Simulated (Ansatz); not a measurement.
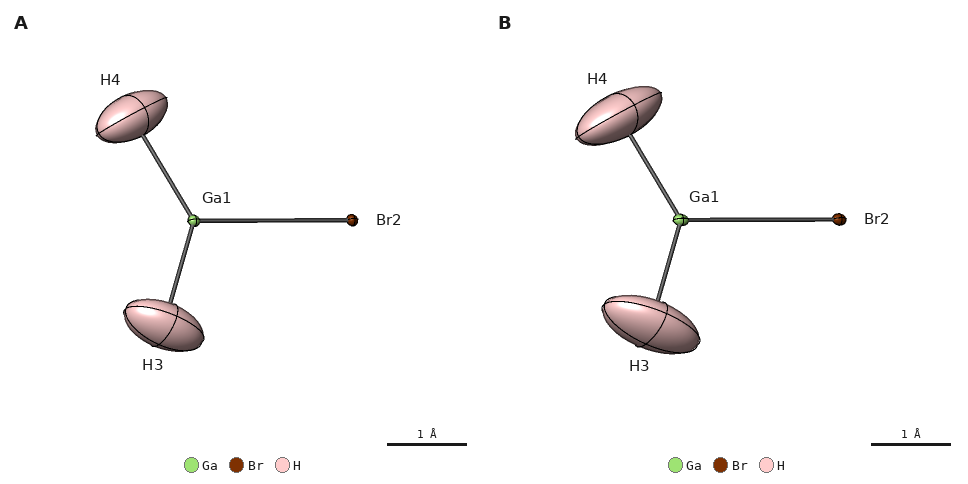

Displacement ellipsoids at the 50 % level, scaled by 2, from the internal vibrations of the free molecule (harmonic, no overall translation or rotation; no half-axis is drawn under 0.075 Å). Vibrations computed with RKS PBE0-D4/def2-TZVP (Ansatz 0.2.0). One panel is for 298 K, the other for 600 K.

Which panel is for 600 K?

Answer. B.

How much does the mean-square displacement of H3 grow, and why?

Answer. U_eq goes from 0.0184 to 0.0260 Å², a factor of 1.4. Modes below kT (417 cm⁻¹ at 600 K) grow about in proportion to T, and the lowest lies at 304 cm⁻¹; the mean-square amplitude of a mode is its zero-point value times coth(ħω/2kT), which comes close to 1 only above about 3kT.
